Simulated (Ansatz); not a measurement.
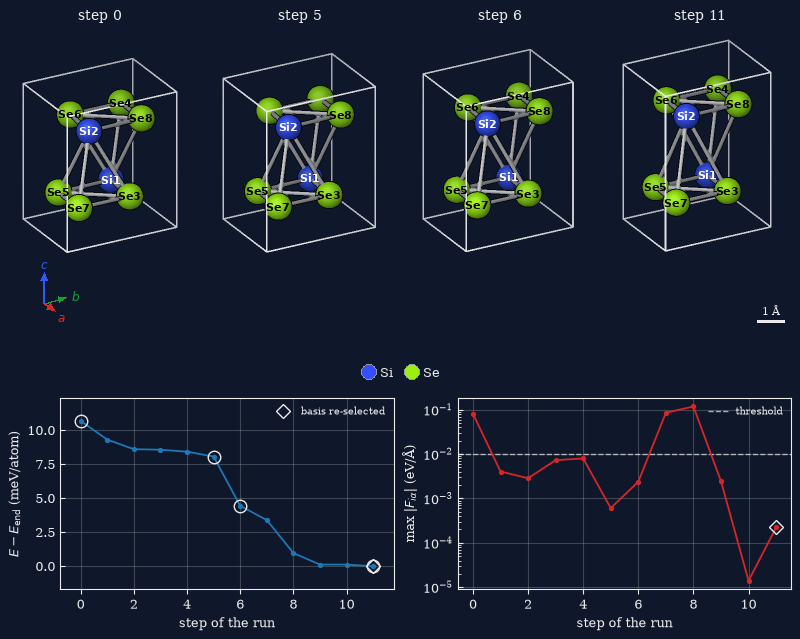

Frames of a relaxation of solid SiSe₃ (built on the Ni3Sn (D0_19)_194 type), marked on the history of the run. Style: ball-and-stick. Shown: the cell of the calculation, slightly off an axis.

Case: Ni3Sn (D0_19) type (P6_3/mmc, No. 194).

Theory: DFT r2SCAN, scalar-relativistic, plane waves, PAW (Ansatz 0.2.0).

Input
```yaml
crystal:
  lattice:
    - [5.9598735906, 0.0, 0.0]
    - [-2.9799367953, 5.1614019328, 0.0]
    - [0.0, 0.0, 5.2400658589]
  atoms:
    - { symbol: Si, position: [0.3333333333, 0.6666666667, 0.25] }
    - { symbol: Si, position: [0.6666666667, 0.3333333333, 0.75] }
    - { symbol: Se, position: [0.8217634036, 0.6435268071, 0.25] }
    - { symbol: Se, position: [0.1782365964, 0.8217634036, 0.75] }
    - { symbol: Se, position: [0.3564731929, 0.1782365964, 0.25] }
    - { symbol: Se, position: [0.1782365964, 0.3564731929, 0.75] }
    - { symbol: Se, position: [0.8217634036, 0.1782365964, 0.25] }
    - { symbol: Se, position: [0.6435268071, 0.8217634036, 0.75] }
basis:
  ecutwfc: 500
kpoints:
  mp_grid: { grid: [6, 6, 8] }
hamiltonian:
  xc: r2scan
scf:
  occupations: { method: gaussian, width: 0.1 }
output:
  forces: true
  stress: true
  eigenvalues: true
relax:
  adjacent_minimum: "off"
  f_tol: 0.01
  max_steps: 80
  cell: { stress_tol: 0.05 }
```

Run as
```bash
ansatz run input.yaml --threads 1 --pin off --max-ram 2560MiB --backend cpu --events-out ev --progress --plain --runs-dir out
```

> Describe the path.

The energy falls by 10.7 meV per atom in 10 accepted moves (11 points after the start). The largest force component goes from 0.082 to 0.00022 eV/Å. Pressure: 0.96 GPa at the start and 0.00 GPa at the end. At 1 point the geometry stayed and the basis and grid were re-selected for the new cell (energy shift of 0.1 meV per atom at most each time). The largest moves relative to the cell, 0.073 Å, are those of Se3, Se4, Se5, Se6, Se7 and Se8. Se4 goes along [−1 1 0]. Si stays in place. The drawn cell changes as follows: a = b 5.960 → 5.729 Å (−3.9 %), c 5.240 → 5.982 Å (+14.2 %); the volume changes by +5.5 %. Near-neighbour distances that change, for instance: Si1–Se4 3.070 → 3.398 Å, Se3–Se5 3.187 → 2.936 Å, Si1–Se3 2.982 → 2.865 Å, Se3–Se5 (another image) 2.773 → 2.793 Å. The space group stays P6_3/mmc (No. 194). The run took 3.9 min on 1 thread of Intel(R) Xeon(R) 6975P-C (Granite Rapids), with other jobs on the host, peak memory 1 GiB. From step 0 to 5: volume +2.1 %, energy −2.6 meV per atom. From step 5 to 6: Se atoms move most (0.03 Å), energy −3.6 meV per atom. From step 6 to 11: Se atoms move most (0.03 Å), volume +3.4 %, energy −4.4 meV per atom.

```tsv
step	E − E(0), meV/atom	largest force component, eV/Å	pressure, GPa	volume, Å³/atom	note
0	0.00	0.0816	0.96	20.149	
1	-1.37	0.0041	-0.75	20.868	
2	-2.07	0.0029	-0.07	20.599	
3	-2.11	0.0073	0.02	20.570	
4	-2.26	0.0080	0.02	20.572	
5	-2.62	0.0006	0.05	20.569	
6	-6.24	0.0024	0.30	20.567	
7	-7.29	0.0852	1.60	20.593	
8	-9.71	0.1184	0.44	21.179	
9	-10.56	0.0025	-0.05	21.273	
10	-10.56	0.0000	0.00	21.257	
11	-10.68	0.0002	0.00	21.257	same geometry, new basis
```
